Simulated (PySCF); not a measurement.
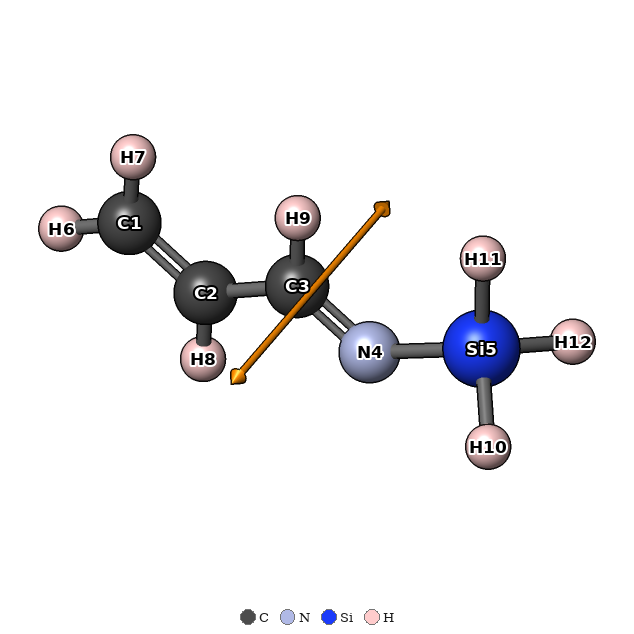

The double arrow shows the direction of the transition dipole to excited singlet state 3 (its length means nothing). The computed structure is the end point of a PBE0-D3(BJ)/def2-SVP optimisation. No frequency run is at hand to confirm it as a minimum. Level of theory: TDDFT HF/def2-SVPD, vertical, gas phase, core orbitals frozen in the response (PySCF 2.14.0).

Question. Where does the transition lie, and how strong is it?

Answer. 8.01 eV (155 nm), oscillator strength 0.055, mainly HOMO → LUMO+1 (weight 0.58); transition dipole 1.35 D.
